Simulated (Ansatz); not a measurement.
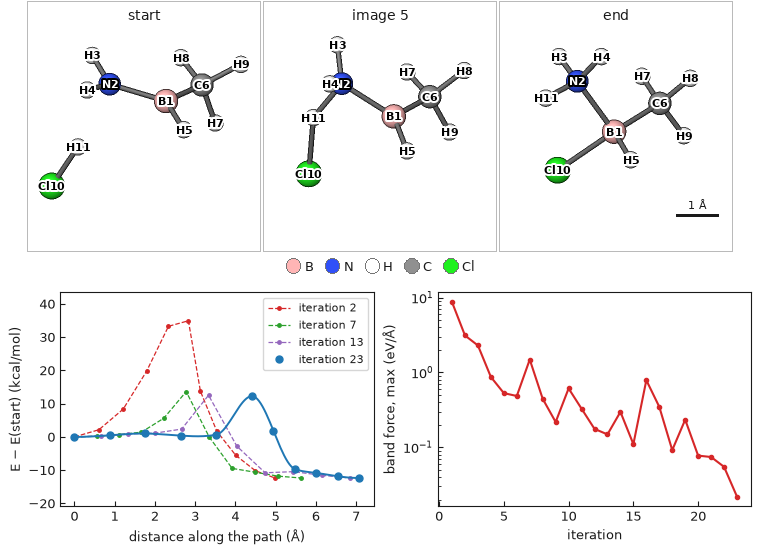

NEB run on CH₇BClN. Images are numbered from 0 (start) to 10 (end). The plot follows the band through its iterations. Style: ball-and-stick. Shown from a free direction.

The calculation used RKS BLYP-D4/6-31G* in Ansatz 0.2.0. Run with 9 movable images; climbing image; force threshold 0.05 eV/Å; iteration limit 60; starting path through a guess of the saddle point.

Q: Judge this run.

A: The run is converged, with reservations. The band converged in 23 iterations. The largest component of the band force went from 8.7 to 0.022 eV/Å. The climbing image converged on the top of the path. Its vibrational analysis gives one imaginary mode (801i cm⁻¹), as a transition state must have. The first iteration put the highest image at 71.2 kcal/mol. The highest point, image 5, lies 12.3 kcal/mol above the start and 24.6 kcal/mol above the end; the end is at −12.4 kcal/mol relative to the start.
